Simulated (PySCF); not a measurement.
**Sn2 (triplet): density, localisation and related maps**

```yaml
atoms:
  - { symbol: Sn, position_ang: [0.0000, 0.0000, -1.3785] }
  - { symbol: Sn, position_ang: [0.0000, 0.0000, 1.3785] }
```

Core potentials replace the inner electrons of Sn.

Method: PBE0/cc-pVTZ(-PP), non-relativistic Hamiltonian with scalar-relativistic core potentials where named, at a bond length of 2.757 Å in PySCF 2.14.0.

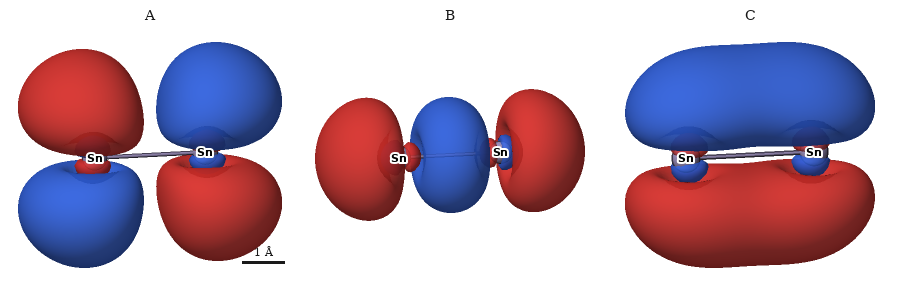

Figure 1. Three frontier α-spin orbitals, each drawn at the value that holds 80 % of its norm (blue and red are the two phases), in no order; of a degenerate pair one member is drawn.

**Label each orbital by symmetry, say whether it is occupied, and order them by energy.**

Orbital C: πu, occupied in this spin, −5.62 eV; with no node between the nuclei, bonding.
Orbital B: σg, occupied in this spin, −5.43 eV; with no node between the nuclei.
Orbital A: πg, empty in this spin, −2.38 eV; antibonding, with a node between the atoms.

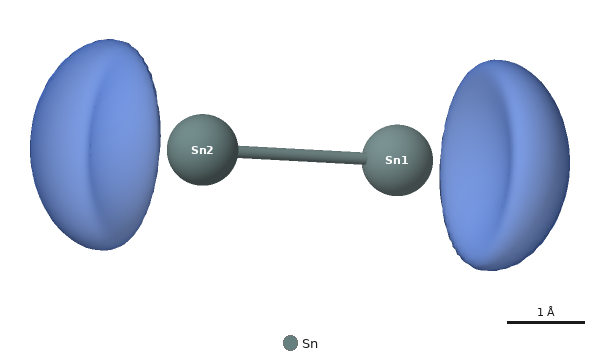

Figure 2. Isosurface of the electron localisation function at 0.8 (blue), seen from one side. Only the valence region is drawn (cores and ρ < 0.01 e/Å³ removed).

**Where are the electrons localised?**

The surface consists of two lobes on Sn, pointing away from the bonds (non-bonding electrons). Profiles from the grid: Sn–Sn (2.76 Å): the ELF peaks at about 0.65 between the atoms.

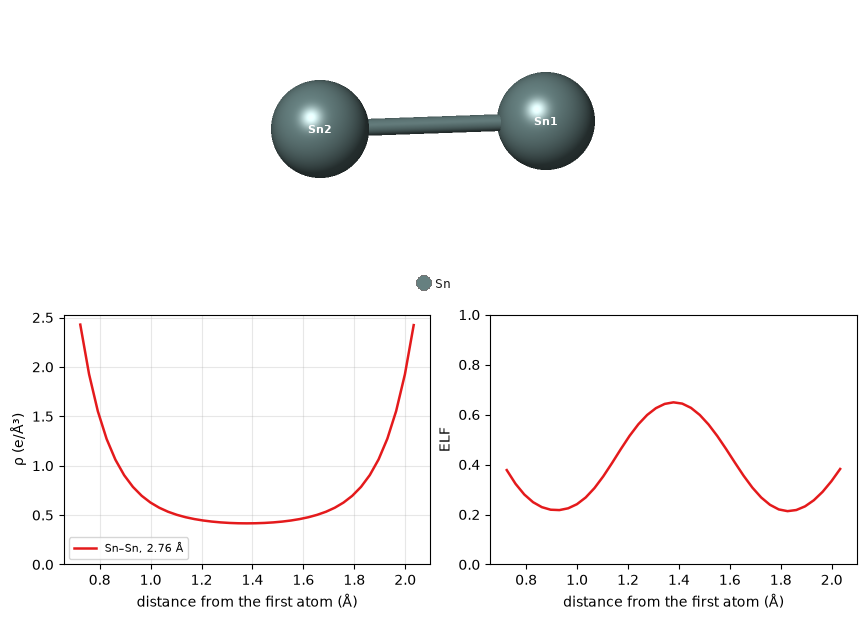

Figure 3. Electron density and electron localisation function along straight lines between neighbouring atoms. The curves leave out the atomic cores. The structure is drawn too.

**What can be read from the curves?**

Sn–Sn (2.76 Å): the density is about 0.42 e/Å³ at the midpoint; the ELF peaks at about 0.65 between the atoms.
